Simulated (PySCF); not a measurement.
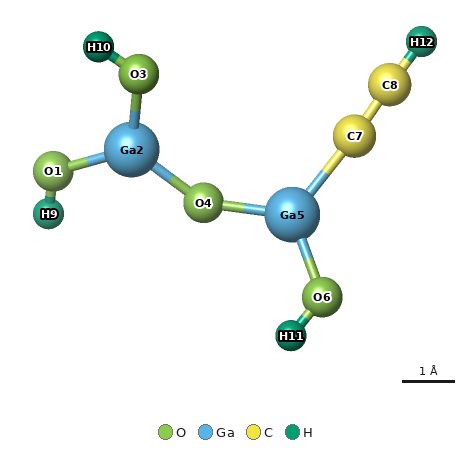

**Figure 1.** The starting structure (ball-and-stick view, seen on its broad side; atoms are numbered from 1 in the order of the input). Sticks mark near contacts.

**Geometry relaxation of C₂H₄Ga₂O₄**

System: C₂H₄Ga₂O₄, SMILES C#[C][Ga]([OH])[O][Ga]([OH])[OH].
Method: PBE0-D3(BJ)/def2-SVP geometry optimisation, gas phase (PySCF 2.14.0).

The program's output:
```
step   0  E = -4227.60323507  max force = 0.029471
step   1  E = -4227.60905518  max force = 0.018470
step   2  E = -4227.61177816  max force = 0.006145
step   3  E = -4227.61224062  max force = 0.001424
step   4  E = -4227.61236094  max force = 0.001281
step   5  E = -4227.61241317  max force = 0.000850
step   6  E = -4227.61243173  max force = 0.000519
step   7  E = -4227.61244753  max force = 0.000340
step   8  E = -4227.61245199  max force = 0.000245
optimisation converged
```

Trajectory as extended XYZ (Å, eV, eV/Å), 9 frames, from step=0 to step=8:
```
12
Properties=species:S:1:pos:R:3:forces:R:3 step=0 energy=-115038.94357
O    -2.9270    1.3531   -1.2077   -1.5155   0.5470  -0.7525
Ga   -1.3154    1.1913   -0.6484    0.6920  -0.5348   0.4055
O    -0.1603    2.4251   -1.0084    1.2570   0.0394   0.3874
O    -0.8343   -0.1894    0.2899   -0.6422  -0.1464   0.1172
Ga    0.4432   -1.1131    1.0137    1.4445   0.1030  -0.9174
O     0.1300   -1.8964    2.5272   -0.2306  -0.6018   1.1613
C     2.1587   -1.2453    0.1085   -1.3106   0.0137   0.7741
C     3.1981   -1.2718   -0.5122   -0.7112  -0.0306   0.4677
H    -3.5771    0.6922   -0.9842   -0.1664  -0.3159   0.1271
H    -0.4632    3.1535   -1.5223   -0.4099   0.8642  -0.6152
H    -0.7181   -1.8056    2.9840    0.2803   0.0915  -0.3786
H     4.1041   -1.3213   -1.0231    1.3127  -0.0293  -0.7764
12
Properties=species:S:1:pos:R:3:forces:R:3 step=1 energy=-115039.10194
O    -3.0150    1.3882   -1.2463    0.9497  -0.0573   0.3158
Ga   -1.3239    1.1910   -0.6070   -0.2028   0.2208  -0.1939
O    -0.0983    2.4729   -0.9484   -0.5716  -0.5838   0.1622
O    -0.9334   -0.2362    0.3882    0.3166   0.1640   0.0030
Ga    0.5119   -1.0976    1.0259   -0.5869  -0.1342   0.2970
O     0.2355   -1.9010    2.6221    0.1035   0.5182  -0.8606
C     2.1151   -1.2867    0.0503    0.1927   0.0682  -0.0147
C     3.1652   -1.3390   -0.5649    0.0067  -0.0337  -0.0353
H    -3.5722    0.6489   -0.9802   -0.0175  -0.0340   0.0093
H    -0.4779    3.1843   -1.4774    0.0054  -0.0196   0.0120
H    -0.6640   -1.6567    2.8662   -0.1110  -0.1094   0.2570
H     4.0934   -1.3936   -1.1118   -0.0849   0.0008   0.0481
12
Properties=species:S:1:pos:R:3:forces:R:3 step=2 energy=-115039.17604
O    -2.9603    1.3790   -1.2692    0.2800  -0.0808   0.1320
Ga   -1.3166    1.1694   -0.5950   -0.1092   0.1304  -0.1408
O    -0.0959    2.4303   -0.8894   -0.1678  -0.1204   0.0251
O    -0.9557   -0.2509    0.3872    0.0564  -0.0363   0.0550
Ga    0.4768   -1.1066    1.0030   -0.0802  -0.0298   0.1450
O     0.2389   -1.8389    2.6138   -0.0861   0.1880  -0.3160
C     2.0903   -1.2743    0.0293    0.0197   0.0266   0.0522
C     3.1387   -1.3208   -0.5877   -0.0132  -0.0356  -0.0279
H    -3.5280    0.6384   -1.0273   -0.0347   0.0305  -0.0324
H    -0.4597    3.1467   -1.4223    0.0466   0.0110   0.0097
H    -0.6559   -1.6266    2.9102    0.0897  -0.0887   0.0935
H     4.0636   -1.3712   -1.1358   -0.0012   0.0051   0.0048
12
Properties=species:S:1:pos:R:3:forces:R:3 step=3 energy=-115039.18862
O    -2.9204    1.3593   -1.3270   -0.0465  -0.0417   0.0080
Ga   -1.3164    1.1667   -0.5917   -0.0066   0.0057  -0.0416
O    -0.1025    2.4322   -0.8297    0.0187   0.0574  -0.0146
O    -0.9732   -0.2473    0.4006   -0.0531  -0.0406   0.0732
Ga    0.4599   -1.0857    1.0197    0.0475  -0.0170  -0.0405
O     0.2699   -1.8199    2.6220   -0.0711   0.0331  -0.0120
C     2.0605   -1.2594    0.0264    0.0397   0.0258   0.0369
C     3.0964   -1.3187   -0.6101   -0.0114  -0.0275  -0.0257
H    -3.5004    0.6178   -1.1206   -0.0186   0.0362  -0.0303
H    -0.4382    3.1525   -1.3750    0.0376   0.0063   0.0106
H    -0.6097   -1.6439    2.9768    0.0527  -0.0414   0.0384
H     4.0105   -1.3789   -1.1744    0.0111   0.0036  -0.0025
12
Properties=species:S:1:pos:R:3:forces:R:3 step=4 energy=-115039.19190
O    -2.9104    1.3557   -1.3551   -0.0586  -0.0043  -0.0183
Ga   -1.3209    1.1627   -0.5917    0.0150  -0.0239  -0.0078
O    -0.0994    2.4263   -0.8020    0.0263   0.0399  -0.0055
O    -0.9893   -0.2504    0.4096   -0.0542  -0.0179   0.0480
Ga    0.4498   -1.0821    1.0249    0.0577   0.0128  -0.0659
O     0.2876   -1.8130    2.6296   -0.0207  -0.0160   0.0309
C     2.0486   -1.2507    0.0235    0.0142   0.0185   0.0375
C     3.0783   -1.3133   -0.6230   -0.0155  -0.0208  -0.0176
H    -3.5030    0.6194   -1.1691   -0.0025   0.0154  -0.0112
H    -0.4116    3.1528   -1.3522    0.0153   0.0015   0.0045
H    -0.5809   -1.6577    3.0170    0.0164  -0.0087   0.0050
H     3.9877   -1.3750   -1.1948    0.0064   0.0035   0.0003
12
Properties=species:S:1:pos:R:3:forces:R:3 step=5 energy=-115039.19332
O    -2.9058    1.3580   -1.3729   -0.0110   0.0172  -0.0135
Ga   -1.3254    1.1574   -0.5900    0.0096  -0.0176  -0.0032
O    -0.0925    2.4144   -0.7862    0.0095   0.0018   0.0069
O    -1.0042   -0.2525    0.4230   -0.0335   0.0010   0.0276
Ga    0.4449   -1.0757    1.0309    0.0129   0.0115  -0.0437
O     0.3012   -1.8154    2.6336    0.0194  -0.0230   0.0230
C     2.0404   -1.2382    0.0234    0.0130   0.0163   0.0220
C     3.0637   -1.3042   -0.6329   -0.0099  -0.0127  -0.0121
H    -3.5102    0.6289   -1.1995    0.0031  -0.0061   0.0044
H    -0.3847    3.1444   -1.3422   -0.0030  -0.0011  -0.0019
H    -0.5599   -1.6758    3.0412   -0.0115   0.0108  -0.0112
H     3.9689   -1.3667   -1.2116    0.0014   0.0017   0.0018
12
Properties=species:S:1:pos:R:3:forces:R:3 step=6 energy=-115039.19382
O    -2.9021    1.3610   -1.3810    0.0093   0.0159  -0.0058
Ga   -1.3280    1.1516   -0.5863    0.0054  -0.0049  -0.0070
O    -0.0853    2.4007   -0.7768    0.0013  -0.0097   0.0095
O    -1.0159   -0.2552    0.4352   -0.0193   0.0004   0.0180
Ga    0.4416   -1.0725    1.0339   -0.0020   0.0095  -0.0234
O     0.3090   -1.8179    2.6354    0.0267  -0.0196   0.0137
C     2.0354   -1.2272    0.0226    0.0066   0.0133   0.0098
C     3.0542   -1.2938   -0.6407   -0.0056  -0.0075  -0.0075
H    -3.5135    0.6367   -1.2126    0.0035  -0.0107   0.0079
H    -0.3656    3.1312   -1.3381   -0.0079  -0.0011  -0.0039
H    -0.5499   -1.6843    3.0494   -0.0175   0.0137  -0.0129
H     3.9565   -1.3557   -1.2240   -0.0004   0.0009   0.0016
12
Properties=species:S:1:pos:R:3:forces:R:3 step=7 energy=-115039.19425
O    -2.8943    1.3618   -1.3911    0.0171   0.0047   0.0022
Ga   -1.3303    1.1425   -0.5785    0.0048   0.0097  -0.0093
O    -0.0746    2.3801   -0.7620   -0.0056  -0.0108   0.0067
O    -1.0324   -0.2586    0.4563   -0.0045  -0.0019   0.0058
Ga    0.4377   -1.0669    1.0390   -0.0086  -0.0017   0.0037
O     0.3196   -1.8216    2.6381    0.0175  -0.0075   0.0031
C     2.0276   -1.2087    0.0200   -0.0017   0.0089  -0.0068
C     3.0389   -1.2759   -0.6546    0.0012  -0.0008  -0.0009
H    -3.5128    0.6426   -1.2269    0.0016  -0.0087   0.0068
H    -0.3404    3.1088   -1.3326   -0.0075  -0.0007  -0.0035
H    -0.5388   -1.6930    3.0548   -0.0123   0.0088  -0.0084
H     3.9362   -1.3365   -1.2456   -0.0020   0.0001   0.0006
12
Properties=species:S:1:pos:R:3:forces:R:3 step=8 energy=-115039.19437
O    -2.8883    1.3577   -1.3962    0.0075  -0.0034   0.0027
Ga   -1.3299    1.1382   -0.5735    0.0071   0.0097  -0.0062
O    -0.0707    2.3726   -0.7530   -0.0056  -0.0037   0.0019
O    -1.0392   -0.2597    0.4680   -0.0019  -0.0017   0.0015
Ga    0.4364   -1.0643    1.0426   -0.0009  -0.0080   0.0126
O     0.3253   -1.8228    2.6408    0.0027   0.0013  -0.0019
C     2.0228   -1.1990    0.0173   -0.0051   0.0055  -0.0110
C     3.0298   -1.2656   -0.6637    0.0029   0.0012   0.0021
H    -3.5076    0.6387   -1.2325    0.0005  -0.0028   0.0030
H    -0.3318    3.0987   -1.3290   -0.0035  -0.0003  -0.0015
H    -0.5343   -1.6944    3.0558   -0.0029   0.0019  -0.0021
H     3.9240   -1.3253   -1.2596   -0.0007   0.0003  -0.0011
```

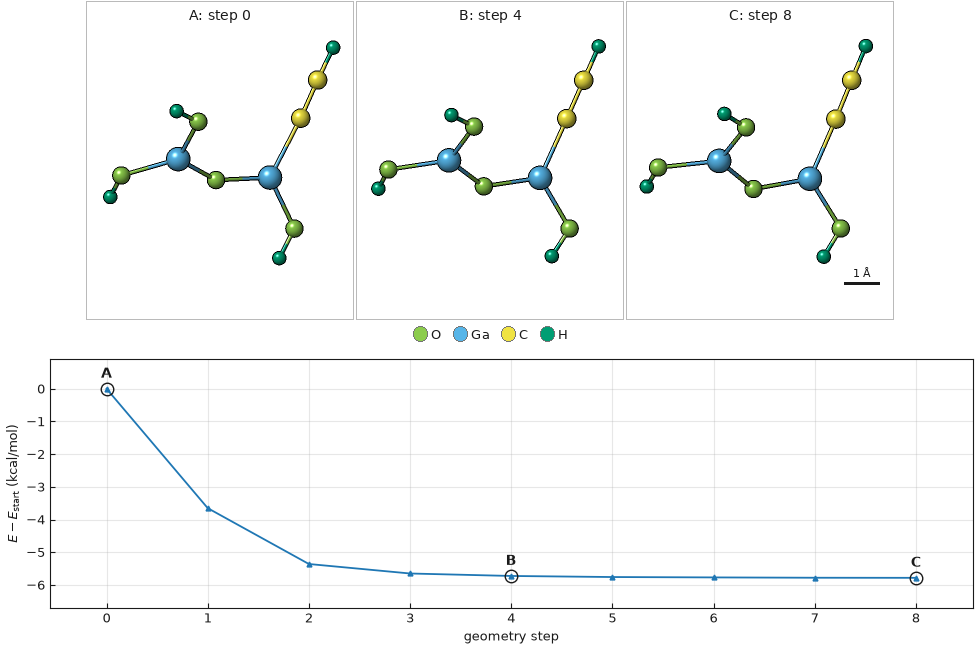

**Figure 2.** Frames of the relaxation (ball-and-stick view, seen at a tilt) above the curves, on which the letters mark them (steps are counted from 0).

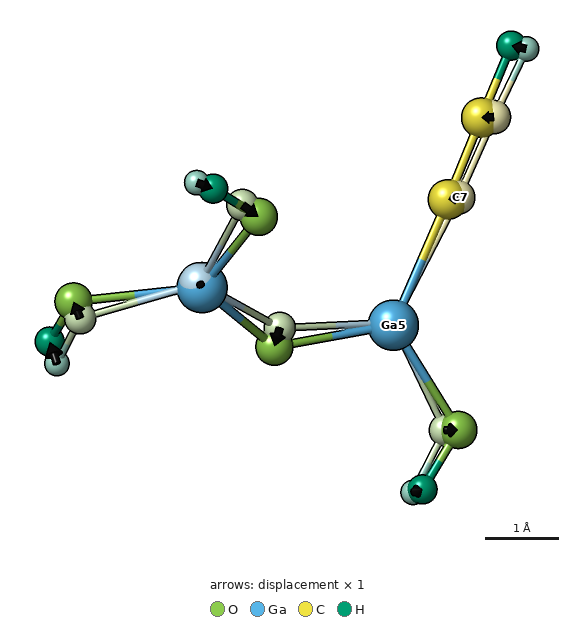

**Figure 3.** Start (faint) and end (solid) with the displacements as black arrows, at true length (ball-and-stick view, seen at a tilt). The two geometries are laid on each other by the best rigid fit. After 8 geometry steps the energy has fallen by 5.78 kcal/mol. The largest force component goes from 1.5 to 0.013 eV/Å. The atom that moves furthest after the best rigid fit is H9 (0.34 Å). By element the largest moves are H 0.34 Å, O 0.28 Å, C 0.17 Å, Ga 0.08 Å. Among the contacts that change: O1–Ga2 1.714 → 1.776 Å, Ga5–C7 1.944 → 1.894 Å, Ga2–O3 1.728 → 1.772 Å, O4–Ga5 1.735 → 1.776 Å. Among the angles that change: Ga2–O4–Ga5 148.5° → 133.3°, Ga5–O6–H11 121.9° → 112.8°, Ga2–O1–H9 120.0° → 113.2°. (Atoms are counted from 1 in the order of the input.)

This output came from the following input.

Input:
```
{"job": {"xc": "PBE0", "basis": "def2-SVP", "d3": "d3bj", "grid": 2, "kind": "geom", "shake": 0.01}, "charge": 0, "multiplicity": 1}
O     -2.927054     1.353066    -1.207677
Ga    -1.315385     1.191297    -0.648364
O     -0.160297     2.425095    -1.008409
O     -0.834339    -0.189433     0.289924
Ga     0.443164    -1.113085     1.013705
O      0.129972    -1.896377     2.527191
C      2.158670    -1.245294     0.108507
C      3.198086    -1.271795    -0.512222
H     -3.577116     0.692243    -0.984219
H     -0.463202     3.153522    -1.522336
H     -0.718109    -1.805572     2.984007
H      4.104102    -1.321251    -1.023109
```

The first line tells a small driver script what to run in PySCF; the rest is the geometry in Å.

Launch command:
```bash
OMP_NUM_THREADS=1 python <driver script> task.json out
```

Results in brief:

| quantity | value |
| --- | --- |
| outcome | converged |
| total energy | −4227.612452 hartree |
| dipole moment | 1.50 D |
| point group | C1 |
| hardware | 1 CPU thread, shared host |
| wall time | 3.6 min |
| peak memory | 0.89 GiB |
